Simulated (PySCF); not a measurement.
# C3H5F: the cost of one run

Programs: PySCF 2.14.0, with density-fitted response routines of our own. Each step states its level of theory. These are calculated values for one molecule in the gas phase, unless marked as measured. Atoms count from 0, in the outputs and in this text.

### 1 The molecule as given

9 atoms, charge 0, multiplicity 1; geometry from: MMFF94s. The atoms were then displaced at random by about 0.03 Å, so the start is not that level's minimum.

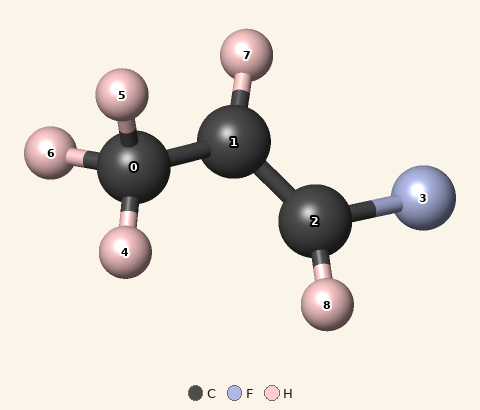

The starting geometry (carbon dark grey, fluorine light blue, hydrogen pink), atoms numbered.

### 2 Geometry optimisation at PBE0-D3(BJ)/def2-SVP

Job settings and geometry (Å):

```
{"job": {"xc": "PBE0", "basis": "def2-SVP", "d3": "d3bj", "grid": 1, "shake": 0.03, "kind": "geom"}, "charge": 0, "multiplicity": 1}
C     -1.110950    -0.110460     0.018820
C      0.214350     0.451350     0.065050
C      1.245090    -0.319810    -0.088590
F      2.648280     0.203630    -0.004630
H     -1.226990    -1.134100    -0.196450
H     -1.702280     0.200360     0.937420
H     -1.679220     0.458130    -0.806890
H      0.423030     1.544950     0.223790
H      1.321440    -1.363500    -0.174170
```

Launch:

```bash
$ OMP_NUM_THREADS=1 python probes_run.py task.json out
```

This one command runs all jobs of the session in turn.

**Question.** How long does this first job take on 1 thread of Arm Neoverse V1, shared host, and how much memory does it need?

About 17 s, with a peak of 0.33 GiB.
